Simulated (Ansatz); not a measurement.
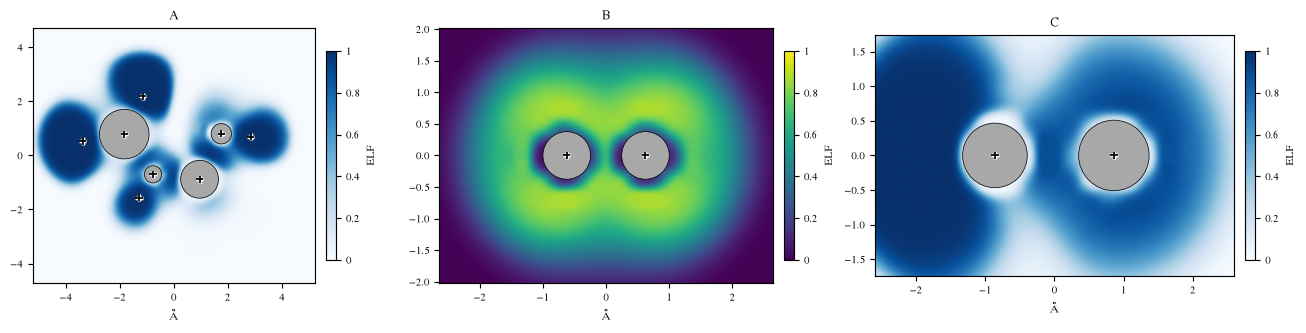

The ELF of 3 systems, each on a plane through atoms (crosses mark nuclei in the plane; grey discs cover the cores).

Level of theory: RKS PBE0-D4/def2-TZVPP (Ansatz 0.2.0).

System 1: BCl (SMILES [B]Cl), a plane that holds the molecular axis. Geometry: PBE0-D4/def2-TZVP.

```xyz
2

B     0.0000    0.0000   -0.0697
Cl    0.0000    0.0000    1.6482
```

System 2: C2H10GaNSi (SMILES C[SiH](C)[NH][GaH2]), the plane of atoms C3, Si2 and N4. Geometry: PBE0-D4/def2-TZVP.

```xyz
15

C    -1.6936    0.1872    1.2871
Si   -0.0287    0.5741    0.5274
C     1.2149   -0.7460    0.9652
N    -0.1479    0.7074   -1.1954
Ga    0.6947   -0.1947   -2.5458
H    -2.4339    0.9473    1.0231
H    -2.0666   -0.7799    0.9396
H    -1.6267    0.1557    2.3784
H     0.4301    1.8768    1.1026
H     0.9130   -1.7256    0.5860
H     1.3022   -0.8200    2.0526
H     2.2059   -0.5210    0.5651
H    -0.7892    1.4182   -1.5226
H     1.7139   -1.3116   -2.1623
H     0.3119    0.2319   -4.0010
```

System 3: C2, a plane that holds the molecular axis. Geometry: PBE0-D4/def2-TZVP.

```xyz
2

C     0.0000    0.0000   -0.0427
C     0.0000    0.0000    1.2035
```

### Match each panel to its system.

Panel A is system 2, C2H10GaNSi: the plane holds Si, C, N, Ga and H. Si–N (1.73 Å): the ELF peaks at about 0.90 between the atoms, as expected for a shared but strongly polarised pair. Panel B is system 3, C2: the plane holds C. C–C (1.25 Å): the ELF peaks at about 0.65 between the atoms. Panel C is system 1, BCl: the plane holds B and Cl. B–Cl (1.72 Å): the ELF peaks at about 0.90 between the atoms: a polar covalent bond.
